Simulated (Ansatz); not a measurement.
Molecular dynamics, with input and output: C6H15Al (part 4 of 4)

Continued. System: C6H15Al, SMILES C[CH2][Al]([CH2]C)[CH2]C. Method: RKS revPBE-d4/6-31G* (Ansatz 0.2.0). The geometry comes from this level: PBE0-D4/def2-TZVP.

Geometry of the input (Å):
```
C  1.0545  -2.2142  -1.6978
C  1.4040  -0.8685  -1.0637
Al -0.0055  -0.0006  0.0001
C  -1.7679  -0.8565  0.1827
C  -2.8078  -0.1146  1.0214
C  0.3472  1.7240  0.8796
C  1.7401  2.3220  0.6852
H  1.8844  -2.6331  -2.2762
H  0.7821  -2.9577  -0.9433
H  0.2003  -2.1318  -2.3760
H  2.2913  -0.9714  -0.4233
H  1.7211  -0.1568  -1.8391
H  -2.1575  -1.0370  -0.8292
H  -1.6078  -1.8664  0.5862
H  -3.0215  0.8780  0.6146
H  -3.7608  -0.6506  1.0775
H  -2.4643  0.0375  2.0487
H  -0.4197  2.4346  0.5403
H  0.1352  1.6010  1.9512
H  2.5219  1.6544  1.0587
H  1.8612  3.2793  1.2025
H  1.9602  2.4983  -0.3716
```

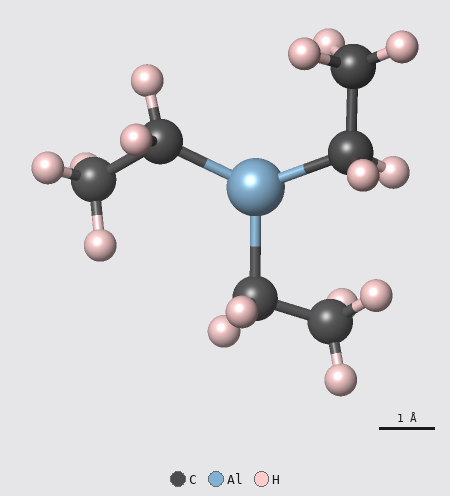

The geometry at step 30 of the log (ball-and-stick view, seen at a tilt).

**Trajectory as extended XYZ, continued**
```
22
Properties=species:S:1:pos:R:3:forces:R:3 step=29 time_fs=29.0 energy=-13058.99400 temperature=1017.7
C     1.1049   -2.1129   -1.3870   -1.1872  -3.6332   1.1718
C     1.4521   -0.7164   -1.1468   -1.2639   2.1494  -0.0937
Al    0.0693    0.0745    0.1094    0.4899   0.4089  -1.0958
C    -1.7118   -0.7690   -0.1603    0.1011  -0.6995   1.9388
C    -2.7870   -0.1965    0.8400    0.3818   2.5564  -1.4887
C     0.4173    1.9076    0.7294    0.2700   2.6489   0.1907
C     1.9855    2.2616    0.9768   -0.0636  -0.0577  -3.0986
H     1.6245   -2.5718   -2.2442    0.4091  -0.2333   0.0480
H     1.3742   -2.7456   -0.3675   -0.6874   0.9461  -2.4300
H     0.0170   -2.2880   -1.6427    0.6110   0.0208   0.5256
H     2.5138   -0.7268   -1.1243    1.5141   0.8551   0.6431
H     1.1869   -0.0642   -2.0447    0.1616  -0.4038   0.3376
H    -2.0638   -0.6804   -1.1643   -0.2604   0.2106  -1.3577
H    -1.5259   -1.8716   -0.0247   -0.3976   0.4098   0.1075
H    -2.8590    0.9704    0.5357    0.1788  -1.9803   0.8177
H    -3.8920   -0.5181    0.5610    1.8937  -0.1170   1.5572
H    -2.2493   -0.1680    1.8775   -2.0515  -0.4698  -1.0386
H     0.0440    2.7989   -0.0051    0.7706  -2.1947   0.3648
H    -0.1399    2.4030    1.5598    0.0537  -0.9047   0.5130
H     2.5132    1.9477    1.9363   -0.8485   0.5263  -0.9144
H     1.9247    3.3561    0.7085    1.0084  -0.4319   1.2018
H     2.6144    1.8599    0.0256   -1.0838   0.3937   2.1000
22
Properties=species:S:1:pos:R:3:forces:R:3 step=30 time_fs=30.0 energy=-13058.70118 temperature=978.9
C     1.1116   -2.1220   -1.3810   -1.6249  -3.2673   1.7039
C     1.4681   -0.7040   -1.1555   -4.7447   1.7836  -0.8329
Al    0.0697    0.0833    0.1166    0.5527   0.1834  -1.3432
C    -1.7041   -0.7638   -0.1777   -0.0155  -0.3154   2.4438
C    -2.7824   -0.2066    0.8370    0.6157   3.4814  -2.5838
C     0.4200    1.9067    0.7323    0.1633   3.4688   0.8467
C     1.9862    2.2668    0.9902   -0.1586  -0.1891  -3.8305
H     1.6119   -2.5874   -2.2376    0.5594  -0.3068  -0.0675
H     1.3932   -2.7507   -0.3320   -0.6890   1.0844  -2.7081
H    -0.0006   -2.3375   -1.6110    1.2064   0.3431   0.5947
H     2.4668   -0.7215   -1.0924    4.3919   0.8398   0.7117
H     1.1936   -0.0692   -2.0994    0.4098  -0.6911   0.9775
H    -2.0548   -0.6465   -1.1746   -0.3108   0.1942  -1.4730
H    -1.5681   -1.8509   -0.0221   -0.1348  -0.1280  -0.0489
H    -2.8448    0.9951    0.5010    0.0973  -2.4252   1.0627
H    -3.8434   -0.5156    0.5299    1.0979  -0.2971   1.5064
H    -2.2922   -0.1555    1.8534   -1.5523  -0.5399  -0.3280
H     0.0794    2.8060   -0.0061    0.6079  -2.2671   0.3164
H    -0.1234    2.4625    1.5734    0.2338  -1.3510  -0.0350
H     2.4912    1.9384    1.9247   -0.5106   0.4443  -0.1801
H     1.9529    3.3691    0.7060    0.9653  -0.7859   1.2162
H     2.6210    1.8048    0.0587   -1.1603   0.7407   2.0508
```

**Results in brief**

```csv
quantity,value
outcome,finished
mean temperature over the second half,957 K
trajectory,"30 steps, 30 fs"
ensemble,nvt_langevin
temperature in the input,1500 K
time step,1 fs
potential energy (last step),−13058.7012 eV
mean-field energy (last step),−13057.3449 eV
dispersion energy (last step),−1.3563 eV
SCF solution under orbital rotations (last step),stable
largest force (length of the vector) (last step),5.137 eV/Å
dipole moment (last step),0.44 D
hardware,"2 CPU threads, shared host"
wall time,96 s (CPU time 3 min)
peak memory,0.27 GiB
```

**Notes**

So short a trajectory is not equilibrated. The logged temperature at the start can lie below the typed one, since it is counted over all degrees of freedom. The temperature stays far from the 1500 K of the thermostat over the second half: the run isn't equilibrated.
